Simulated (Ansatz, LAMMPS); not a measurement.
## Structural relaxation of aqueous N(CH3)4+ and BF4-, 5.3 mol of salt per kg of water, from a frame at 300 K (214 atoms)

Aim: bring aqueous N(CH3)4+ and BF4-, 5.3 mol of salt per kg of water, from a frame at 300 K (214 atoms) to a nearby minimum of the energy and see what moves.

Program: Ansatz 0.2.0. Level of theory: Kohn-Sham DFT, PBE+D4, PAW (set soft_2), plane waves. Results are calculated unless marked as measured.

**1. Starting point**

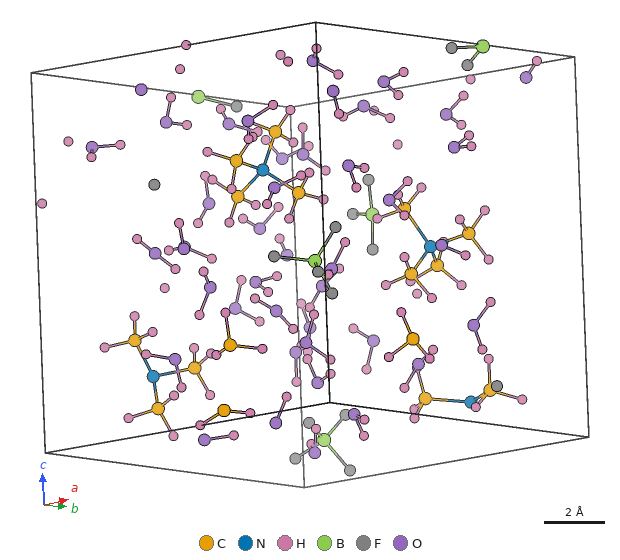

The starting structure, seen from a free direction (carbon orange, nitrogen blue, hydrogen pink, boron green, fluorine grey, oxygen purple). Bonds to atoms that aren't drawn are left out. Some periodic images of atoms are drawn too.

The cell holds 214 atoms: 16 C, 4 N, 132 H, 4 B, 16 F and 42 O. Its edges and angles: a = 12.893 Å, b = 12.893 Å, c = 12.893 Å, α = 90.0°, β = 90.0°, γ = 90.0°. 42 H2O, 4 N(CH3)4+, 4 BF4- placed at random, at 1.08 g/cm³; overlaps pushed apart, then 10 ps at 420 K with stiff harmonic cages for PF6 and BF4 with UFF radii; MMFF94 bonds, angles, torsions, charges and radii (Halgren, J. Comput. Chem. 17, 490 (1996)) in harmonic and 12-6 forms; SPC/E water (Berendsen, Grigera and Straatsma, J. Phys. Chem. 91, 6269 (1987)); charges of ions scaled by 0.85. Snapshot after 20 ps at 300 K and fixed volume.

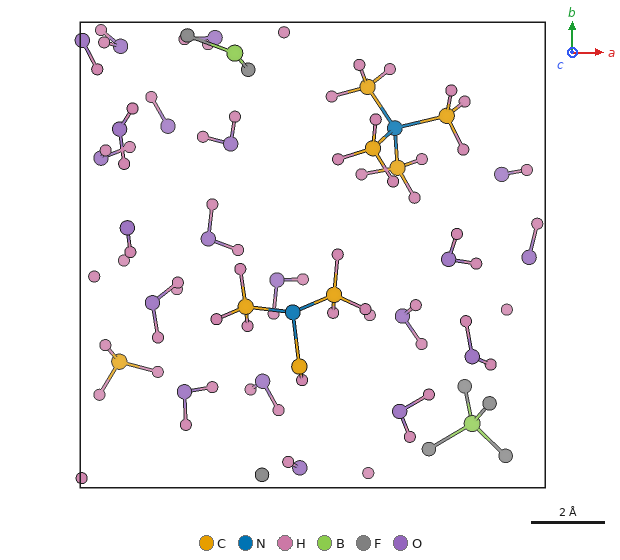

A slice 6 Å thick through the middle of the cell. Bonds to atoms that aren't drawn are left out.

Before any run, some limits are plain. The network of contacts between molecules at the start is that of the classical potential that made the cell. The concentration wasn't checked against solubility and may exceed it. The density was typed from a rule of thumb and may lie off the real one at this temperature. Only the Γ point is sampled, in a cell whose shortest periodic width is 13 Å.

**2. Single point at the start**

The forces at the start show how far the geometry lies from a minimum of this functional.

Contents of input.yaml:

```yaml
crystal:
  lattice:
    - [12.89319, 0.0, 0.0]
    - [0.0, 12.89319, 0.0]
    - [0.0, 0.0, 12.89319]
  atoms:
    - { symbol: C, position: [0.45738, 0.43104, 0.82323] }
    - { symbol: "N", position: [0.45713, 0.37684, 0.71814] }
    - { symbol: C, position: [0.47116, 0.26021, 0.72971] }
    - { symbol: C, position: [0.35589, 0.38884, 0.66267] }
    [... 204 atom lines left out ...]
    - { symbol: O, position: [0.64028, 0.4925, 0.06145] }
    - { symbol: H, position: [0.61999, 0.54961, 0.01305] }
    - { symbol: H, position: [0.70542, 0.45896, 0.036] }
    - { symbol: O, position: [0.75136, 0.26058, 0.95592] }
    - { symbol: H, position: [0.80852, 0.21219, 0.97606] }
    - { symbol: H, position: [0.78144, 0.32318, 0.92137] }
kpoints:
  mp_grid: { grid: [1, 1, 1] }
hamiltonian:
  xc: pbe
  dispersion: d4
scf:
  occupations: { method: fixed }
output:
  forces: true
  stress: true
  populations: intrinsic
  dos:
    method: { smearing: { sigma: 0.15 } }
    de: 0.1
    projected: { site_lists: { B: [B], C: [C], F: [F], H: [H], "N": ["N"] } }
  eigenvalues: true
```

The run is started by

```sh
$ ansatz run input.yaml --threads 4 --pin off --max-ram 8192MiB --backend cpu --events-out ev --progress --plain --runs-dir out
```

Run time: 33 s. Hardware: 4 threads of Intel Xeon Platinum 8375C at 2.90GHz (Ice Lake), shared host; peak memory 3.2 GiB.

Read from the output:

```
free energy                                      : -45081.8811 eV
free energy per atom                             : -210.6630 eV/atom
SCF cycles                                       : 10
pressure                                         : -0.9716 GPa
r.m.s. force component                           : 0.7071 eV/Å
longest force                                    : 4.208 eV/Å
Fermi energy                                     : -1.517 eV
gap (highest filled to lowest empty level) : 4.178 eV
```

The r.m.s. force component of 0.71 eV/Å and the pressure of -0.97 GPa set the starting point.

Length of the force by element:

```csv
element,coordination,atoms,mean length of the force (eV/Å),spread,least,most
B,all,4,2.10,0.478,1.58,2.85
C,all,16,1.87,0.885,0.342,4.21
F,all,16,1.43,0.749,0.137,2.73
H,all,132,1.01,0.429,0.200,2.16
N,all,4,1.36,0.874,0.502,2.82
O,all,42,0.662,0.274,0.160,1.37
```

**3. Relaxation**

With the cell held, the atoms are moved downhill towards a nearby minimum.

input.yaml, the sections that differ from step 2:

```yaml
output:
  forces: true
relax:
  f_tol: 0.03
  max_steps: 200
# crystal, kpoints, hamiltonian, scf: as in step 2
```

Wall time 18 min (4 threads); peak memory 3 GiB.

Step by step (22 of 76):

| step | energy less that of the first step (eV) | largest force component (eV/Å) |
| --- | --- | --- |
| 1 | 0.0000 | 3.1220 |
| 5 | -10.1643 | 1.4947 |
| 8 | -11.1285 | 0.9825 |
| 12 | -11.7282 | 1.0915 |
| 15 | -11.9272 | 0.5033 |
| 19 | -12.0865 | 0.3185 |
| 22 | -12.2198 | 0.6278 |
| 26 | -12.4137 | 0.1872 |
| 30 | -12.4729 | 0.1424 |
| 33 | -12.5162 | 0.4709 |
| 37 | -12.5755 | 0.2020 |
| 40 | -12.6708 | 0.5384 |
| 44 | -12.7938 | 0.1885 |
| 47 | -12.8424 | 0.3908 |
| 51 | -12.9845 | 0.3599 |
| 55 | -13.0505 | 0.1460 |
| 58 | -13.0810 | 0.1644 |
| 62 | -13.0980 | 0.0352 |
| 65 | -13.0997 | 0.0632 |
| 69 | -13.1097 | 0.0859 |
| 72 | -13.1158 | 0.0533 |
| 76 | -13.1191 | 0.0186 |

Relaxation step 65 was tried and not accepted.

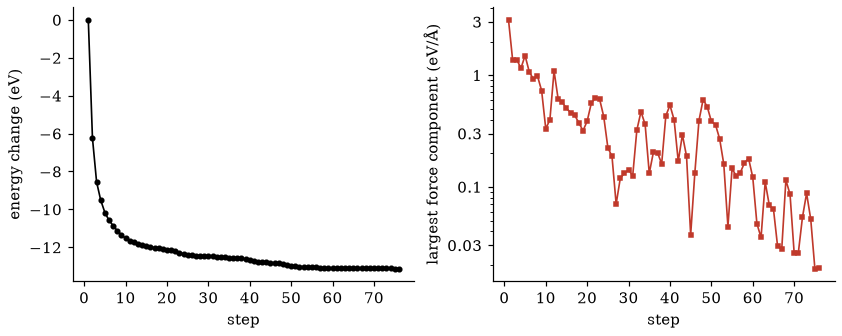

Energy and largest force along the relaxation.

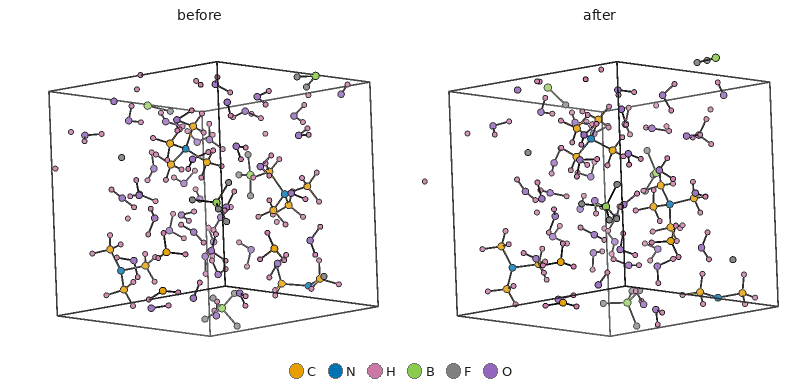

The structure before and after the relaxation, drawn at the same scale. Bonds to atoms that aren't drawn are left out.

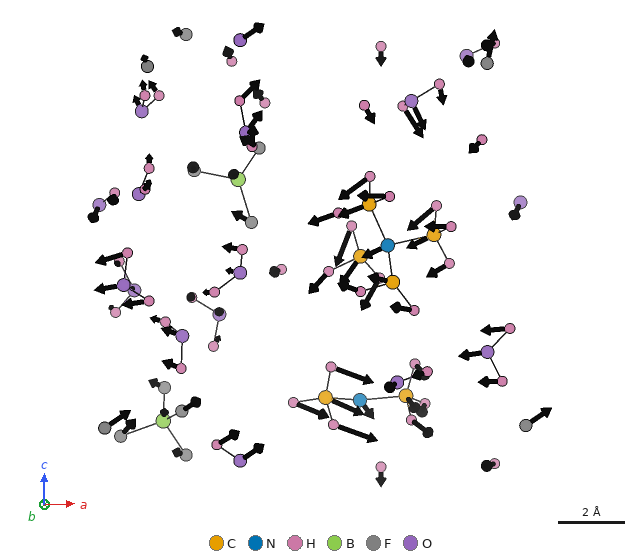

Displacements in the relaxation, scaled; the longest in the cell stands for 2.21 Å. Drawn is a slice 4 Å thick, seen along the normal of the ac plane. Bonds to atoms that aren't drawn are left out.

The atoms that moved most (Å):

```
atom      dx      dy      dz  length
 H32   2.069   0.037  -0.764   2.205
H123   0.683  -2.011   0.042   2.124
 H24   1.082   1.595  -0.881   2.119
 H34   1.972  -0.033  -0.743   2.107
 H47  -0.927  -1.268  -1.380   2.091
 H33   1.569  -1.141  -0.594   2.028
 H46  -0.740  -0.121  -1.868   2.013
 H51  -1.378   0.925  -1.136   2.011
```

The relaxation changed the energy by -61.3 meV/atom, and atoms moved by 1.0 Å r.m.s., 2.2 Å at most.

**4. Distances and neighbours after relaxation**

Bonds before and after, by the cutoffs listed below:

```
pair  bonds before  bonds after  mean before (Å)  mean after (Å)  spread before (Å)  spread after (Å)
 H-O            84           84            1.000           0.990              0.000             0.009
 H-C            48           48            1.092           1.094              0.030             0.001
 C-N            16           16            1.508           1.501              0.029             0.001
 F-B            16           16            1.405           1.416              0.023             0.017
```

Density 1.08 g/cm³, 10.02 Å³ an atom.

Pair distribution functions g(r), in bins of 0.2 Å:

```csv
r (Å),total,H-H,H-O,H-C,H-F,H-B,H-N
0.90,2.86,0.00,11.80,0.00,0.00,0.00,0.00
1.10,1.94,0.00,1.61,16.75,0.00,0.00,0.00
1.30,0.08,0.00,0.00,0.00,0.00,0.00,0.00
1.50,1.01,1.40,0.00,0.00,0.00,0.00,0.00
1.70,1.02,1.25,2.16,0.00,0.26,0.00,0.00
1.90,0.54,0.47,0.93,0.00,1.51,0.00,0.00
2.10,0.70,0.67,0.04,0.00,0.45,0.00,17.15
2.30,0.75,1.33,0.17,0.00,0.46,0.00,0.00
2.50,0.82,1.45,0.37,0.00,0.38,0.00,0.00
2.70,1.14,0.62,0.21,5.43,0.55,1.50,0.00
2.90,0.70,0.81,0.52,0.00,0.85,2.08,0.00
3.10,0.88,0.86,1.73,0.04,0.97,0.67,0.00
3.30,1.08,0.73,1.54,2.25,1.08,1.03,0.00
3.50,0.94,0.78,1.33,0.96,0.77,1.31,0.00
3.70,1.21,1.74,0.86,1.03,1.21,0.34,0.00
3.90,1.05,1.16,1.02,0.90,1.22,0.95,0.41
4.10,1.06,1.02,1.19,0.67,1.27,1.06,1.26
4.30,1.14,1.12,1.05,0.93,1.03,1.47,1.05
4.50,0.98,1.08,0.74,0.95,0.82,0.96,1.51
4.70,0.98,0.85,1.02,0.98,1.14,1.39,1.54
4.90,0.92,0.91,0.95,0.82,0.81,1.07,0.93
5.10,0.89,0.79,1.00,0.84,1.01,0.62,1.24
5.30,1.01,0.92,0.99,0.99,1.14,1.44,1.32
5.50,0.96,0.91,1.01,0.92,1.03,1.12,0.84
5.70,1.04,1.09,1.00,0.95,1.02,0.75,1.50
5.90,1.01,1.06,1.03,0.90,0.97,0.93,1.06
6.10,0.97,1.04,0.93,1.01,1.11,0.78,0.61
6.30,1.03,0.98,1.01,1.21,1.22,1.09,0.74
```

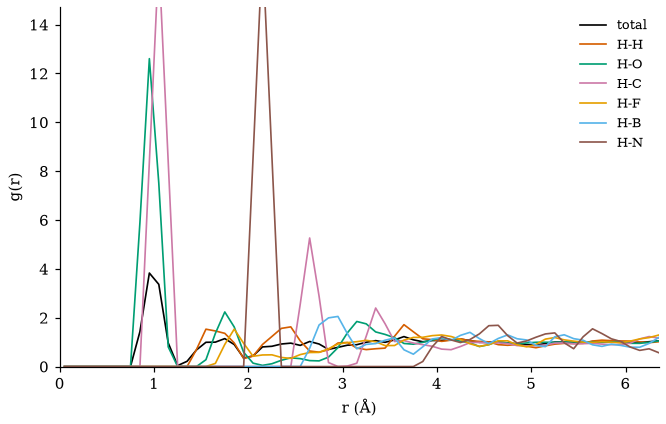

Pair distribution functions, lightly smoothed, with peaks cut at 14.

Bonds by pair of elements; cutoffs follow the first minimum of g(r), held within bounds set by covalent radii, and pairs that aren't listed don't count as bonded:

```
pair A-B  cutoff (Å)  bonds  mean length (Å)  spread (Å)  shortest (Å)  B about A  A about B
     H-O        1.21     84             0.99       0.009         0.974      0.636          2
     H-C        1.34     48             1.09       0.001          1.09      0.364          3
     C-N        1.79     16             1.50       0.001          1.50          1          4
     F-B        1.72     16             1.42       0.017          1.39          1          4
```

How many atoms have how many bonded neighbours:

| element | mean | 1 | 2 | 4 |
| --- | --- | --- | --- | --- |
| B | 4 | 0 | 0 | 4 |
| C | 4 | 0 | 0 | 16 |
| F | 1 | 16 | 0 | 0 |
| H | 1 | 132 | 0 | 0 |
| N | 4 | 0 | 0 | 4 |
| O | 2 | 0 | 42 | 0 |

Bond angles, per cent of each kind in bins of 5°:

| angle (°) | H-C-H | H-C-N | H-O-H | C-N-C | F-B-F |
| --- | --- | --- | --- | --- | --- |
| 100–105 | 0.0 | 0.0 | 52.4 | 0.0 | 0.0 |
| 105–110 | 16.7 | 100.0 | 45.2 | 100.0 | 66.7 |
| 110–115 | 83.3 | 0.0 | 2.4 | 0.0 | 33.3 |

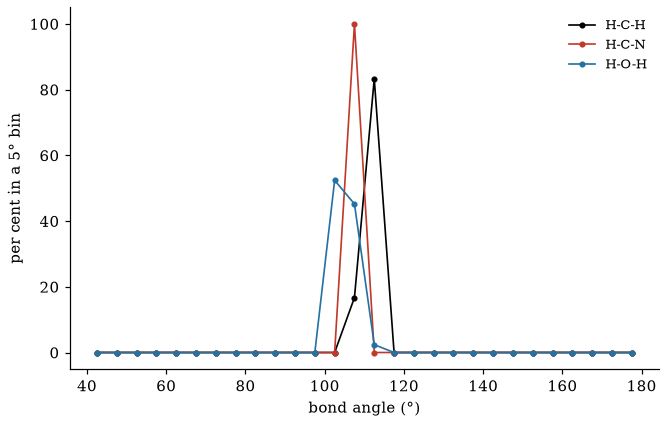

Distributions of the most common bond angles.

Bond angles (no mean is given where the spread exceeds 20°):

| angle | count | mean (°) | spread (°) |
| --- | --- | --- | --- |
| H-C-H | 48 | 110 | 0.5 |
| H-C-N | 48 | 108 | 0.4 |
| H-O-H | 42 | 105 | 2.1 |
| C-N-C | 24 | 110 | 0.3 |
| F-B-F | 24 | 110 | 1.2 |

Hydrogen bonds between water molecules (O–O under 3.5 Å, H–O···O angle under 30°):

```
hydrogen bonds to other water  molecules
                            0          0
                            1          1
                            2         10
                            3         17
                            4         14
```

With the cutoffs above, all B atoms have 4, all C atoms have 4, all F atoms have 1 and all H atoms have 1 bonded neighbour. The H-C-H angle averages 110° with a spread of 0.5°. The 42 water molecules hold 3.05 hydrogen bonds each to other water on average, with a mean O–O distance of 2.76 Å.

**5. Single point at the relaxed geometry**

The electronic structure is read at the final geometry, in a run of its own.

Contents of input.yaml:

```yaml
crystal:
  lattice:
    - [12.89319, 0.0, 0.0]
    - [0.0, 12.89319, 0.0]
    - [0.0, 0.0, 12.89319]
  atoms:
    - { symbol: C, position: [0.49851, 0.42073, 0.84677] }
    - { symbol: "N", position: [0.5125, 0.35302, 0.75317] }
    - { symbol: C, position: [0.52992, 0.243, 0.78711] }
    - { symbol: C, position: [0.41725, 0.35876, 0.68642] }
    [... 204 atom lines left out ...]
    - { symbol: O, position: [0.6673, 0.56526, 0.99093] }
    - { symbol: H, position: [0.63918, 0.60486, 0.93127] }
    - { symbol: H, position: [0.73251, 0.53336, 0.96601] }
    - { symbol: O, position: [0.75576, 0.27057, 0.93098] }
    - { symbol: H, position: [0.8038, 0.22043, 0.89811] }
    - { symbol: H, position: [0.79049, 0.33843, 0.92307] }
kpoints:
  mp_grid: { grid: [1, 1, 1] }
hamiltonian:
  xc: pbe
  dispersion: d4
scf:
  occupations: { method: fixed }
output:
  forces: true
  stress: true
  populations: intrinsic
  dos:
    method: { smearing: { sigma: 0.1 } }
    de: 0.1
    projected: { site_lists: { B: [B], C: [C], F: [F], H: [H], "N": ["N"] } }
  eigenvalues: true
  write_density: true
  write_potential: true
  volumetric_format: npy
  elf: true
```

Elapsed: 34 s, on 4 threads; peak memory 3.2 GiB.

The program notes that the exchange-correlation potential is rough where the density is thin.

The run gave:

```
free energy                                      : -45095.0002 eV
free energy per atom                             : -210.7243 eV/atom
SCF cycles                                       : 9
pressure                                         : -0.2628 GPa
r.m.s. force component                           : 0.00292 eV/Å
longest force                                    : 0.02544 eV/Å
Fermi energy                                     : -2.291 eV
gap (highest filled to lowest empty level) : 5.289 eV
```

Intrinsic-atomic-orbital charges by element:

```csv
element,coordination,atoms,mean charge (e),spread,least,most
B,all,4,0.853,0.0054,0.846,0.860
C,all,16,-0.424,0.0071,-0.435,-0.412
F,all,16,-0.408,0.0086,-0.421,-0.392
H,all,132,0.317,0.0853,0.191,0.405
N,all,4,0.118,9.0e-4,0.117,0.119
O,all,42,-0.772,0.0194,-0.820,-0.728
```

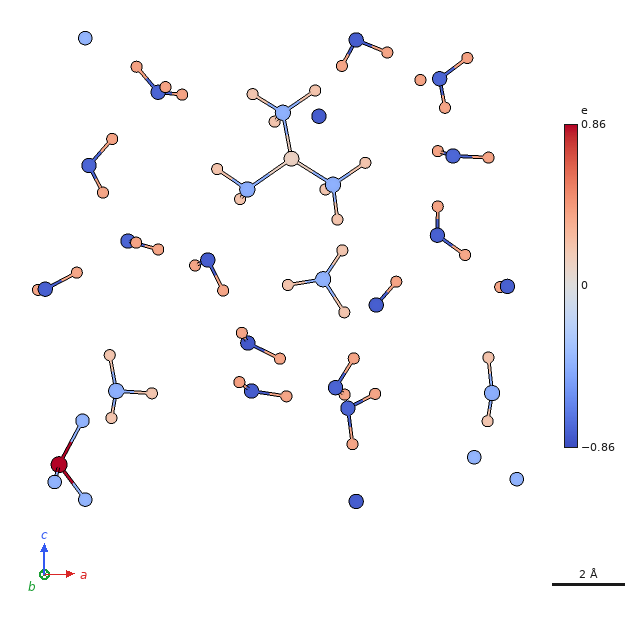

Atoms coloured by intrinsic-atomic-orbital charge. Drawn is a slice 4 Å thick, seen along the normal of the ac plane. Bonds to atoms that aren't drawn are left out.

Density of states as counts of states in windows of 1 eV (from the Fermi level), total and the larger projections:

| from (eV) | to (eV) | total | F p | H s | C p |
| --- | --- | --- | --- | --- | --- |
| -18 | -17 | 34.5 | 0.0 | 7.5 | 0.0 |
| -17 | -13 | 0.0 | 0.0 | 0.0 | 0.0 |
| -13 | -12 | 5.7 | 0.0 | 1.5 | 0.2 |
| -12 | -11 | 18.3 | 0.0 | 4.7 | 0.7 |
| -11 | -10 | 0.0 | 0.0 | 0.0 | 0.0 |
| -10 | -9 | 1.0 | 0.0 | 0.4 | 0.2 |
| -9 | -8 | 7.0 | 0.0 | 2.7 | 1.4 |
| -8 | -7 | 5.6 | 3.7 | 0.4 | 0.0 |
| -7 | -6 | 69.8 | 5.3 | 17.6 | 9.1 |
| -6 | -5 | 64.3 | 16.6 | 12.0 | 2.3 |
| -5 | -4 | 14.4 | 0.5 | 4.2 | 8.1 |
| -4 | -3 | 77.6 | 14.6 | 15.0 | 18.5 |
| -3 | -2 | 77.4 | 26.7 | 7.8 | 9.6 |
| -2 | -1 | 42.8 | 20.7 | 0.7 | 0.5 |
| -1 | 0 | 80.0 | 0.3 | 0.4 | 0.5 |
| 0 | 1 | 4.0 | 0.0 | 0.0 | 0.0 |
| 1 | 5 | 0.0 | 0.0 | 0.0 | 0.0 |

With fixed occupations the program's Fermi level is the highest filled level; weight inside the gap is the broadening of levels at its edges.

Between -24 and -18 eV lie 89 more states.

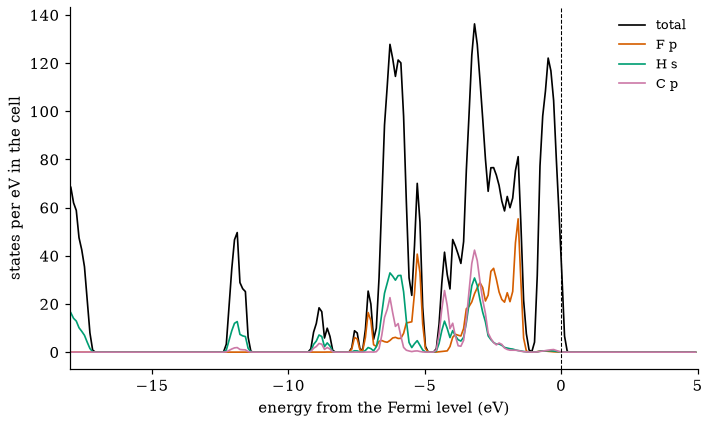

Total and projected density of states, with the broadening of the input.

Not all projections were asked for or kept, so they needn't add up to the total.

The levels nearest the highest filled one (over half full), pooled over k-points and spins:

```csv
level less the highest filled one (eV),occupation
-0.156,2
-0.131,2
-0.0889,2
-0.0441,2
-0.0032,2
0,2
5.29,0
6.22,0
6.34,0
6.40,0
6.44,0
6.50,0
```

Mean intrinsic-atomic-orbital charges: B +0.85, C -0.42, F -0.41, H +0.32, N +0.12, O -0.77 e.

1 further run on a deliberately doubtful input is not shown.

**6. Outcome**

| Item | Value |
| --- | --- |
| energy change in the relaxation | -61.3 meV/atom |
| r.m.s. displacement | 1.041 Å |
| largest displacement | 2.205 Å |
| free energy per atom | -210.7243 eV/atom |
| pressure | -0.2628 GPa |
| r.m.s. force component | 0.00292 eV/Å |
| gap (highest filled to lowest empty level) | 5.289 eV |
| wall time of the 3 DFT runs | 19 min |

In words: Relaxation lowers the energy by 61.3 meV/atom and moves atoms by 1.0 Å r.m.s.; the r.m.s. force component goes from 0.71 to 0.0029 eV/Å, the pressure goes from -0.97 to -0.26 GPa, and the gap from 4.18 to 5.29 eV. By the final cutoffs no bond was broken or made. First to last step the energy falls by 13.119 eV; the largest move, 2.21 Å, is that of H32. The F-B bonds go from 1.405 Å (spread 0.023) to 1.416 Å (spread 0.017). With the cutoffs above, all B atoms have 4, all C atoms have 4, all F atoms have 1 and all H atoms have 1 bonded neighbour. The 42 water molecules hold 3.05 hydrogen bonds each to other water on average, with a mean O–O distance of 2.76 Å. Between filled and empty levels lie 5.29 eV (at Γ alone); a semilocal functional tends to put such gaps too low. In a disordered cell it changes from sample to sample and from frame to frame.

Caveats: The network of contacts between molecules at the start is that of the classical potential that made the cell; in DFT atoms moved by 1.0 Å r.m.s.

[Logs are printed without paths, hosts, clocks, repeated set-up lines and the standing remarks that a program may print on its own settings, such as how far it seeks lower states.]

[Hosts, paths, dates, database ids (printed as entryN), source tags and the programs' standing remarks are cut or masked in the printed files.]

[The MMFF94 radii named for the starting cell were scaled by 0.96; in molecules described by MMFF94, hydrogen bound to N, O or S took a small fixed 12-6 site in their place.]
